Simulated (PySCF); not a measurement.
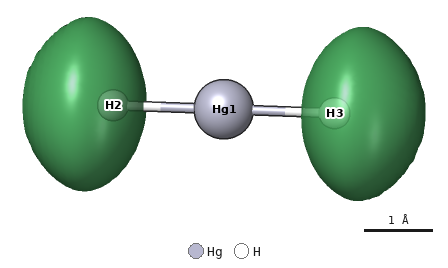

The picture shows: H₂Hg. Isosurface of the ELF at 0.75 (green), seen from one side. Only the valence region is drawn (cores and ρ < 0.01 e/Å³ removed).

Core potentials replace the inner electrons of Hg.

Theory: PySCF, RKS BP86, Hg def2-SVP with ECP60, H def2-SVP; non-relativistic Hamiltonian with scalar-relativistic core potentials where named; density fitting.

The calculation's input:

```
mol = gto.M(atom='''
Hg     0.00000     0.00000    -0.00000
H      0.00000     0.00000     1.66752
H      0.00000     0.00000    -1.66752''',
    basis={'Hg': 'def2-SVP', 'H': 'def2-SVP'},
    ecp={'Hg': 'def2-SVP'},
    charge=0, spin=0)
mf = dft.RKS(mol, xc='B88,P86')
mf.grids.atom_grid = (75, 302)  # f atoms: at least (60, 302), unpruned
mf = mf.density_fit()  # Hg def2-universal-JKFIT, H def2-universal-JKFIT
mf.conv_tol = 1e-09; mf.max_cycle = 55
mf.kernel(dm0)
```

Run with:

```sh
OMP_NUM_THREADS=2 python run.py
```

**What do the ELF domains correspond to?**

The ELF exceeds this value in two regions around hydrogen nuclei. Profiles from the grid: Hg–H (1.67 Å): the ELF climbs to about 1 towards the hydrogen.
